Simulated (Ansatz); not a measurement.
System: MoRu₅.

Input file:

```
crystal:
  lattice:
    - [2.7383420868, -2.89e-08, 0.0]
    - [-1.3691710184, 2.3714738259, 0.0]
    - [0.0, 0.0, 13.0345319]
  atoms:
    - { symbol: Mo, position: [0.0, 0.0, 0.5] }
    - { symbol: Ru, position: [0.3333333333, 0.6666666667, 0.0] }
    - { symbol: Ru, position: [0.3333333333, 0.6666666667, 0.328743] }
    - { symbol: Ru, position: [0.3333333333, 0.6666666667, 0.671257] }
    - { symbol: Ru, position: [0.0, 0.0, 0.836737] }
    - { symbol: Ru, position: [0.0, 0.0, 0.163263] }
basis:
  ecutwfc: 420
kpoints:
  mp_grid: { grid: [18, 18, 4] }
  band_path:
    path:
      - [[0.0, 0.0, 0.0], [0.5, 0.0, 0.0], [0.33333333, 0.33333333, 0.0], [0.0, 0.0, 0.0], [0.0, 0.0, 0.5], [0.5, 0.0, 0.5], [0.33333333, 0.33333333, 0.5], [0.0, 0.0, 0.5]]
      - [[0.5, 0.0, 0.5], [0.5, 0.0, 0.0]]
      - [[0.33333333, 0.33333333, 0.5], [0.33333333, 0.33333333, 0.0]]
    npoints: 14
hamiltonian:
  xc: pbe
scf:
  occupations: { method: gaussian, width: 0.1 }
  n_extra_bands: 15
output:
  forces: true
  stress: true
  eigenvalues: true
  populations: true
  dos: { projected: true, de: 0.02, nscf_kmesh: { grid: [22, 22, 5] } }
  bader: true
  write_density: true
  write_potential: true
  elf: true
  volumetric_format: npy
```

Run with:

```sh
ansatz run input.yaml --threads 4 --pin off --max-ram 8192MiB --backend cpu --events-out ev --progress --plain --runs-dir out
```

Below, planes, directions and counts refer to the conventional cell (a = 2.74 Å, b = 2.74 Å, c = 13.03 Å, α = 90.00°, β = 90.00°, γ = 120.00°).

Space group P-6m2; a structure generated by program, which may or may not match a known phase; computed without spin polarisation.

All numbers below come from Ansatz 0.2.0, DFT PBE, scalar-relativistic, plane waves, PAW.

**Predict the valence pseudo-density and electron localisation function between the atoms.**

Mo–Mo (2.74 Å): ρ at the midpoint is about 0.37 e/Å³; the ELF is about 0.30 at the midpoint: no shared electron pair shows on this line.
Ru–Ru (2.74 Å): ρ is about 0.36 e/Å³ halfway; the ELF is about 0.30 at the midpoint.
Bader's partition of the density gives Mo +0.42 and Ru −0.21 to +0.01 e.

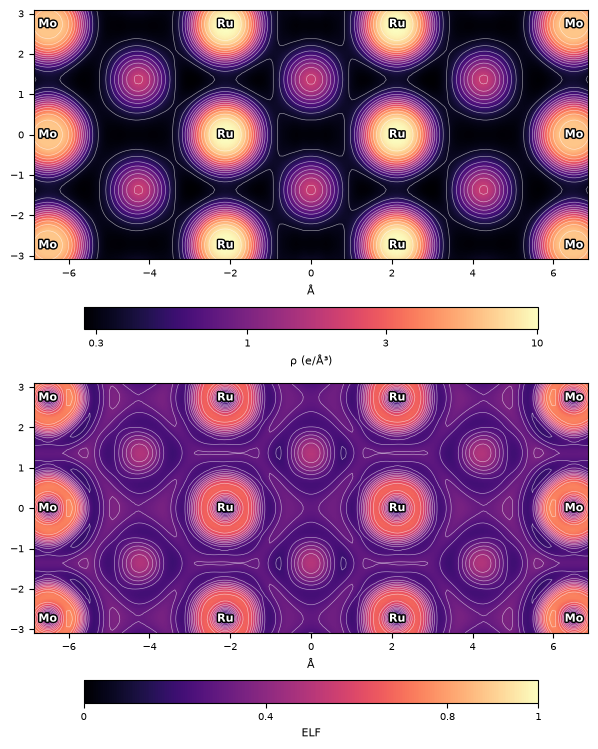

Computed valence pseudo-density and electron localisation function on the (11̄0) plane of the conventional cell, in this order. Atoms just off the plane (Ru, 0.8 Å away) can leave unmarked features too.

In a PAW calculation such maps are meaningful between the atoms, not at the nuclei.
